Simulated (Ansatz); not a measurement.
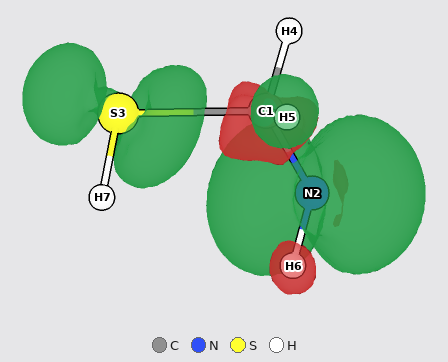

CH₄NS (doublet). Isosurfaces of the spin density (α minus β) at +0.02 (green) and −0.02 e/Å³ (red), seen at a tilt.

The product side of a reaction path; geometry: PBE0-D4/def2-TZVP.

Computed with UKS PBE0-D4/def2-TZVPP (Ansatz 0.2.0).

```xyz
7

C     0.0886   -0.5380   -0.1432
N     0.0885   -0.4443    1.2731
S    -1.1228    0.6455   -0.8460
H    -0.2684   -1.5179   -0.4651
H     1.0639   -0.3461   -0.6042
H     0.5027    0.4610    1.5156
H    -0.3525    1.7398   -0.7301
```

Where is the unpaired spin?

Answer. The unpaired spin (1 electron) lies mostly on N2 (about 0.8) and S3 (about 0.1), in electrons by Hirshfeld's partition.
